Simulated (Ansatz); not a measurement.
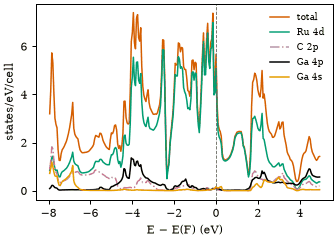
*Total and projected density of states of GaRu₃C (anti-perovskite, Pm-3m), the program Ansatz at the r²SCAN level (PAW)*

Q: Which orbitals carry the states next to the Fermi level?

A: Within 0.5 eV of the Fermi level: Ru 4d 93 %. Projections are on Löwdin-orthogonalised atomic valence shells; empty p or d shells of many metals are not among them.

Q: Where is the tallest occupied peak in this window, and what makes it?

A: Near -3.9 eV, about 7.4 states/eV per cell; the largest projected share is Ru 4d.

The start of the workflow was typed in or built on a structure type; neither database checked (COD, Materials Project) lists it. Its standing as an ambient phase is unchecked. The cell was relaxed with r²SCAN under the symmetry of its start; whether a distortion lowers the energy is not shown. No spin polarisation was allowed. Scalar-relativistic: spin–orbit coupling is off unless named, which matters more the heavier the elements.

Potentials: the earlier of the program's two PAW sets.
